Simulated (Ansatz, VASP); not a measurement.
**Rh (Rh(111)) in two plane-wave programs**

One calculation is typed for both programs; each brings its own data sets and cutoff. How far apart do they land? The structure shown is the end of the VASP relaxation below.

Calculated with Ansatz 0.2.0; plane waves, with VASP 6.6.1 beside it; single point at PBEsol.

In doubt: too few empty bands were carried, so the values of those runs are not to be relied on.

## 1. The starting structure

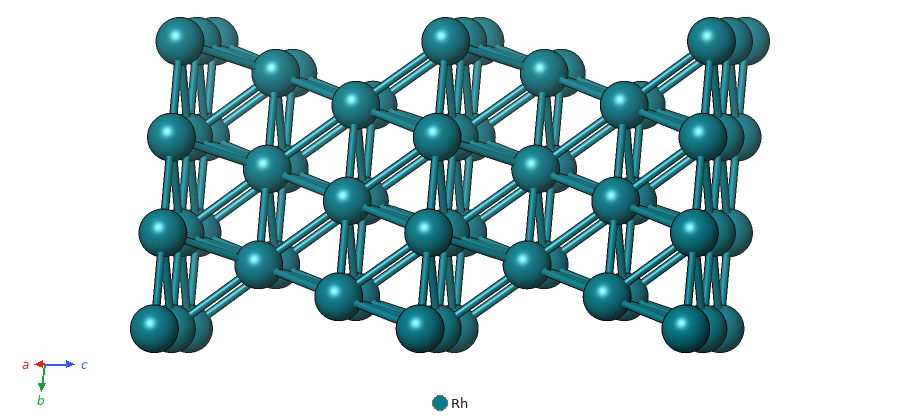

Start, viewed from the side, with the c axis across the page; rhodium blue. 2×3×1 cells are drawn. Some periodic images of atoms are drawn too.

The cell holds 7 atoms: 7 Rh. Its edges and angles: a = 2.669 Å, b = 2.669 Å, c = 28.075 Å, α = 90.0°, β = 90.0°, γ = 60.0°. It derives from Rh. As first built, before any earlier steps moved the atoms: 7 layers of fcc Rh, cut at this functional's lattice. Vacuum lies along c.

Structure file:

```cif
data_structure
_symmetry_space_group_name_H-M 'P 1'
_symmetry_Int_Tables_number 1
_cell_length_a 2.6689
_cell_length_b 2.6689
_cell_length_c 28.0750
_cell_angle_alpha 90.000
_cell_angle_beta 90.000
_cell_angle_gamma 60.000
_cell_volume 173.19
loop_
_atom_site_label
_atom_site_type_symbol
_atom_site_fract_x
_atom_site_fract_y
_atom_site_fract_z
_atom_site_occupancy
Rh1 Rh 0.00000 0.00000 0.26874 1
Rh2 Rh 0.33333 0.33333 0.34468 1
Rh3 Rh 0.66667 0.66667 0.42177 1
Rh4 Rh 0.00000 0.00000 0.50000 1
Rh5 Rh 0.33333 0.33333 0.57823 1
Rh6 Rh 0.66667 0.66667 0.65532 1
Rh7 Rh 0.00000 0.00000 0.73126 1
```

## 2. VASP: relaxation, PBEsol

This run makes the geometry at which the two programs are then compared.

Lines of VASP's logs that name or quote its potential files are left out, and so is its time.

File INCAR:

```
SYSTEM = Rh
PREC = Normal
ENCUT = 320
EDIFF = 1E-05
NELM = 120
ISMEAR = 1
SIGMA = 0.15
LREAL = .FALSE.
ALGO = Fast
GGA = PS
NBANDS = 39
LASPH = .TRUE.
LORBIT = 11
LWAVE = .FALSE.
LCHARG = .FALSE.
KPAR = 4
IBRION = 2
NSW = 40
ISIF = 2
EDIFFG = -0.03
POTIM = 0.4
MAXMIX = 40
```

File POSCAR:

```
Rh
1.0
    2.6689205601      0.0000000000      0.0000000000
    1.3344602801      2.3113530057      0.0000000000
    0.0000000000      0.0000000000     28.0749870726
Rh
7
Direct
    0.0000000000      0.0000000000      0.2671417100
    0.3333333300      0.3333333300      0.3447611400
    0.6666666700      0.6666666700      0.4223805700
    0.0000000000      0.0000000000      0.5000000000
    0.3333333300      0.3333333300      0.5776194300
    0.6666666700      0.6666666700      0.6552388600
    0.0000000000      0.0000000000      0.7328582900
```

File KPOINTS:

```
Automatic mesh
0
Gamma
15 15 1
0 0 0
```

The projector-augmented-wave data sets are Rh (PBE family, release 64).

Command:

```sh
$ mpirun -np 4 vasp_std
```

Numbers of over 12 decimals in the logs are rounded to 6 here.

Log:

```text
[banner, memory and clock lines left out]
running    4 mpi-ranks, on    1 nodes
 distrk:  each k-point on    1 cores,    4 groups
 distr:  one band on    1 cores,    1 groups

 POSCAR found type information on POSCAR Rh
 POSCAR found :  1 types and       7 ions
|                                                                             |
|               ----> ADVICE to this user running VASP <----                  |
|                                                                             |
|     You enforced a specific xc type in the INCAR file but a different       |
|     [... a line on the potential file left out ...]
|     I HOPE YOU KNOW WHAT YOU ARE DOING!                                     |
|                                                                             |

 LDA part: xc-table for (Slater+PW92), standard interpolation
 POSCAR, INCAR and KPOINTS ok, starting setup
 FFT: planning ... GRIDC
 FFT: planning ... GRID_SOFT
 FFT: planning ... GRID
 WAVECAR not read
 entering main loop
       N       E                     dE             d eps       ncg     rms          rms(c)
DAV:   1     0.307546289391E+03    0.30755E+03   -0.23131E+04  2127   0.998E+02
DAV:   2    -0.427881330167E+02   -0.35033E+03   -0.32748E+03  2423   0.265E+02
DAV:   3    -0.587593945243E+02   -0.15971E+02   -0.14971E+02  2793   0.520E+01
DAV:   4    -0.595229157040E+02   -0.76352E+00   -0.71914E+00  2615   0.105E+01
DAV:   5    -0.595635653018E+02   -0.40650E-01   -0.40429E-01  3042   0.206E+00    0.294E+01
RMM:   6    -0.573842402440E+02    0.21793E+01   -0.11833E+01  2140   0.190E+01    0.162E+01
RMM:   7    -0.125359670659E+03   -0.67975E+02   -0.65704E+01  3088   0.294E+01    0.538E+01
RMM:   8    -0.794405659262E+02    0.45919E+02   -0.20442E+01  2404   0.139E+01    0.355E+01
RMM:   9    -0.675071032443E+02    0.11933E+02   -0.11373E+01  2317   0.131E+01    0.290E+01
RMM:  10    -0.566905865119E+02    0.10817E+02   -0.99836E+00  2367   0.106E+01    0.119E+01
RMM:  11    -0.555063595176E+02    0.11842E+01   -0.15639E+00  2337   0.380E+00    0.624E+00
RMM:  12    -0.553126817724E+02    0.19368E+00   -0.28398E-01  2480   0.139E+00    0.430E+00
RMM:  13    -0.552422627388E+02    0.70419E-01   -0.76899E-02  2329   0.748E-01    0.289E+00
RMM:  14    -0.552402989167E+02    0.19638E-02   -0.24635E-02  2730   0.313E-01    0.273E+00
RMM:  15    -0.552229602167E+02    0.17339E-01   -0.29689E-02  2420   0.509E-01    0.170E+00
RMM:  16    -0.552121998822E+02    0.10760E-01   -0.67728E-02  2511   0.623E-01    0.114E+00
RMM:  17    -0.552068697723E+02    0.53301E-02   -0.22859E-02  2325   0.560E-01    0.861E-01
RMM:  18    -0.552037239885E+02    0.31458E-02   -0.83417E-03  2233   0.251E-01    0.556E-01
RMM:  19    -0.552034728289E+02    0.25116E-03   -0.12360E-03  2497   0.972E-02    0.492E-01
RMM:  20    -0.552013826019E+02    0.20902E-02   -0.88222E-04  2223   0.900E-02    0.858E-02
RMM:  21    -0.552014962280E+02   -0.11363E-03   -0.48588E-04  2313   0.516E-02    0.101E-01
RMM:  22    -0.552014072030E+02    0.89025E-04   -0.76505E-05  2080   0.397E-02    0.226E-02
RMM:  23    -0.552014260074E+02   -0.18804E-04   -0.53948E-05  1762   0.275E-02    0.557E-02
RMM:  24    -0.552014318354E+02   -0.58280E-05   -0.22014E-06  1253   0.134E-02
   1 F= -.55201432E+02 E0= -.55201480E+02  d E =-.552014E+02
[... from here on, the cycles between the ionic steps are left out ...]
   2 F= -.55216783E+02 E0= -.55217416E+02  d E =-.153514E-01
   3 F= -.55221167E+02 E0= -.55222220E+02  d E =-.197351E-01
   4 F= -.55221297E+02 E0= -.55222418E+02  d E =-.198651E-01
   5 F= -.55222375E+02 E0= -.55223592E+02  d E =-.107838E-02
   6 F= -.55222550E+02 E0= -.55223823E+02  d E =-.125294E-02
   7 F= -.55222543E+02 E0= -.55223805E+02  d E =-.124604E-02
   8 F= -.55222551E+02 E0= -.55223818E+02  d E =-.125373E-02
   9 F= -.55222993E+02 E0= -.55224260E+02  d E =-.441866E-03
 ZBRENT: can't locate minimum, use default step
 trial-energy change:   -0.000442  1 .order   -0.000429   -0.000474   -0.000383
 step:   5.1775(harm=  6.7664)  dis= 0.01283  next Energy=   -55.223790 (dE=-0.124E-02)
 bond charge predicted
       N       E                     dE             d eps       ncg     rms          rms(c)
DAV:   1    -0.552237212115E+02   -0.72783E-03   -0.12803E+00  2106   0.466E+00    0.192E-01
RMM:   2    -0.552237566260E+02   -0.35414E-04   -0.54783E-03  2120   0.549E-01    0.988E-03
RMM:   3    -0.552238618003E+02   -0.10517E-03   -0.70884E-04  2142   0.193E-01    0.490E-03
RMM:   4    -0.552238867366E+02   -0.24936E-04   -0.17553E-04  2225   0.758E-02    0.443E-03
RMM:   5    -0.552239013498E+02   -0.14613E-04   -0.40429E-05  1474   0.322E-02    0.455E-03
RMM:   6    -0.552239045732E+02   -0.32233E-05   -0.72085E-06  1074   0.128E-02
  10 F= -.55223905E+02 E0= -.55225182E+02  d E =-.135393E-02
 curvature:  -4.01 expect dE=-0.516E-03 dE for cont linesearch -0.136E-03
 trial: gam= 0.02883 g(F)=  0.128E-03 g(S)=  0.000E+00 ort = 0.127E-03 (trialstep = 0.207E+01)
 search vector abs. value=  0.136E-03
 reached required accuracy - stopping structural energy minimisation
```

Parts of OUTCAR (step 2):

```text
ion  position               nearest neighbor table
   1  0.000  0.000  0.267-   2 2.67   2 2.67   2 2.67
   2  0.333  0.333  0.345-   3 2.67   3 2.67   1 2.67   1 2.67   1 2.67   3 2.67
   3  0.667  0.667  0.422-   2 2.67   2 2.67   4 2.67   4 2.67   4 2.67   2 2.67
   4  0.000  0.000  0.500-   3 2.67   5 2.67   3 2.67   5 2.67   3 2.67   5 2.67
   5  0.333  0.333  0.578-   6 2.67   6 2.67   4 2.67   4 2.67   4 2.67   6 2.67
   6  0.667  0.667  0.655-   5 2.67   5 2.67   7 2.67   7 2.67   7 2.67   5 2.67
   7  0.000  0.000  0.733-   6 2.67   6 2.67   6 2.67

  LATTYP: Found a hexagonal cell.
 ALAT       =     2.6689205601
 C/A-ratio  =    10.5192291941

 Subroutine GETGRP returns: Found 12 space group operations
 (whereof 12 operations were pure point group operations)

The static configuration has the point symmetry D_3d.

 Found     27 irreducible k-points:

   k-points           NKPTS =     27   k-points in BZ     NKDIM =     27   number of bands    NBANDS=     39

   dimension x,y,z NGX =    12 NGY =   12 NGZ =  126
   dimension x,y,z NGXF=    24 NGYF=   24 NGZF=  252

   ENCUT  =  320.0 eV  23.52 Ry    4.85 a.u.   3.89  3.89 40.95*2*pi/ulx,y,z

   NELECT =      63.0000    total number of electrons

 k-points in reciprocal lattice and weights: Automatic mesh
   0.00000000  0.00000000  0.00000000       0.004
   0.06666667  0.00000000  0.00000000       0.027
   0.13333333  0.00000000  0.00000000       0.027
   0.20000000 -0.00000000  0.00000000       0.027
   0.26666667  0.00000000  0.00000000       0.027
   0.33333333 -0.00000000  0.00000000       0.027
   0.40000000  0.00000000  0.00000000       0.027
   0.46666667 -0.00000000  0.00000000       0.027
   0.13333333  0.06666667  0.00000000       0.027
[...]
-0.40000000  0.26666667  0.00000000       0.053
  -0.33333333  0.33333333  0.00000000       0.009

 average (electrostatic) potential at core
       1 -68.9682       2 -69.4750       3 -69.3717       4 -69.3251       5 -69.3717
       6 -69.4750       7 -68.9682

 E-fermi :   4.1214

 k-point     1 :       0.0000    0.0000    0.0000
  band No.  band energies     occupation
    ...
     33       3.3163      2.00000
     34       3.5007      2.00000
     35       3.5007      2.00000
     36       4.0077      1.95665
     37       4.0077      1.95665
     38       4.4503     -0.00816
     39       4.6693     -0.00000

 k-point     2 :       0.0667    0.0000    0.0000
  band No.  band energies     occupation
    ...
     34       3.5243      2.00000
     35       3.5796      2.00000
     36       3.7405      2.00194
     37       3.9929      2.00626
     38       4.0165      1.91909
     39       4.4595     -0.00647

 k-point     3 :       0.1333    0.0000    0.0000
  band No.  band energies     occupation
    ...
     33       3.1890      2.00000
     34       3.2813      2.00000
     35       3.5698      2.00000
     36       3.7101      2.00073
     37       4.0351      1.81728
     38       4.4824     -0.00348
     39       4.5736     -0.00017

  Total       -3.0177989     -3.0177989     -0.9024922     -0.0000000      0.0000000     -0.0000000
  in kB      -27.9176842    -27.9176842     -8.3489628     -0.0000000      0.0000000     -0.0000000
  external PRESSURE =     -21.3947770 kB  Pullay stress =       0.0000000 kB

  energy-cutoff  :      320.00
  volume of cell :      173.19
      direct lattice vectors                 reciprocal lattice vectors
     2.668920560  0.000000000  0.000000000     0.374683314 -0.216323512  0.000000000
     1.334460280  2.311353006  0.000000000     0.000000000  0.432647024  0.000000000
     0.000000000  0.000000000 28.074987073     0.000000000  0.000000000  0.035618894

 POSITION                                       TOTAL-FORCE (eV/Angst)
 -----------------------------------------------------------------------------------
      4.00338      2.31135      7.54474         0.000000     -0.000000     -0.002228
      1.33446      0.77045      9.67677        -0.000000     -0.000000      0.028604
      2.66892      1.54090     11.84110        -0.000000      0.000000      0.029002
      4.00338      2.31135     14.03749         0.000000     -0.000000      0.000000
      1.33446      0.77045     16.23388         0.000000     -0.000000     -0.029002
      2.66892      1.54090     18.39822         0.000000      0.000000     -0.028604
      0.00000      0.00000     20.53024        -0.000000      0.000000      0.002228
 -----------------------------------------------------------------------------------
    total drift:                                0.000000      0.000000     -0.000000

  FREE ENERGIE OF THE ION-ELECTRON SYSTEM (eV)
  ---------------------------------------------------
  free  energy   TOTEN  =       -55.2239045732 eV

  energy  without entropy=      -55.2277363011  energy(sigma->0) =      -55.22518182

 reached required accuracy - stopping structural energy minimisation

 total charge
# of ion       s       p       d       tot
------------------------------------------
    1        0.489   0.471   7.362   8.321
    2        0.505   0.630   7.368   8.503
    3        0.504   0.616   7.368   8.488
    4        0.502   0.607   7.365   8.474
    5        0.504   0.616   7.368   8.488
    6        0.505   0.630   7.368   8.503
    7        0.489   0.471   7.362   8.321
--------------------------------------------------
tot          3.497   4.040  51.561  59.098

[... 3 further parts left out ...]
```

(Part 1 of 2 ends here.)

[Lines on the potential files, build, host, timing and source positions are cut from VASP's logs without a mark.]

[Logs are printed without paths, hosts, clocks, repeated set-up lines and the standing remarks that a program may print on its own settings, such as how far it seeks lower states.]

[Hosts, paths, dates, database ids (printed as entryN), source tags and the programs' standing remarks are cut or masked in the printed files.]
